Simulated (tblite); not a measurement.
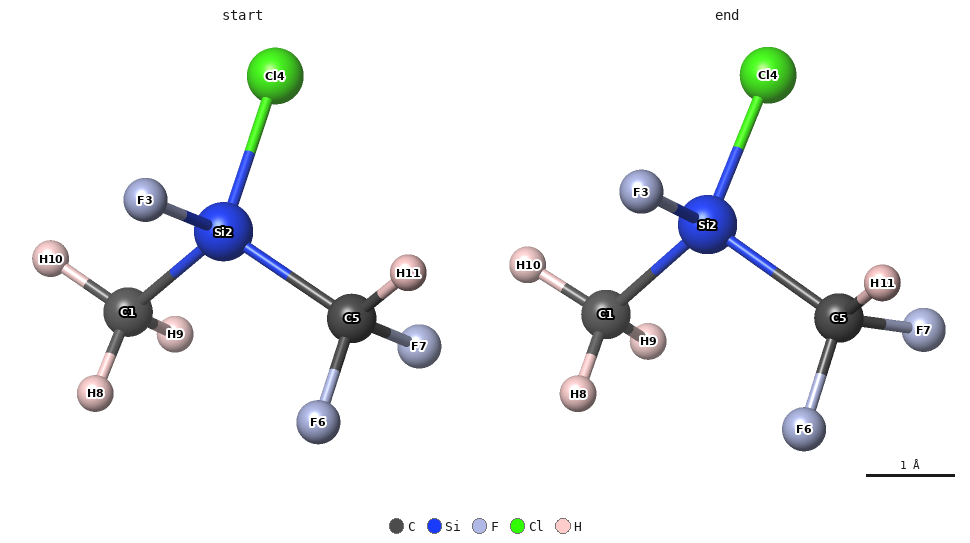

The structure of C₂H₄ClF₃Si before (left) and after (right) a relaxation, at one scale.

The picture is a ball-and-stick view, seen at a tilt.

Theory: tblite, GFN2-xTB geometry optimisation, gas phase. 

**Summarise the run.**

F7 moves most after the best rigid fit: 0.32 Å. Largest moves by element: F 0.32 Å, H 0.25 Å, Si 0.14 Å, Cl 0.09 Å, C 0.09 Å. Among the contacts that change: Si2–C5 1.839 → 1.943 Å, Si2–Cl4 2.060 → 1.994 Å, C1–Si2 1.848 → 1.886 Å, C1–H10 1.108 → 1.087 Å. Bond angles that change, for instance: C1–Si2–Cl4 108.9° → 116.8°, F3–Si2–C5 109.0° → 101.9°. The energy falls by 0.209 eV in 58 geometry steps. Cost: 0.94 s on 1 thread of Intel(R) Xeon(R) Processor @ 2.70GHz, on a shared host.
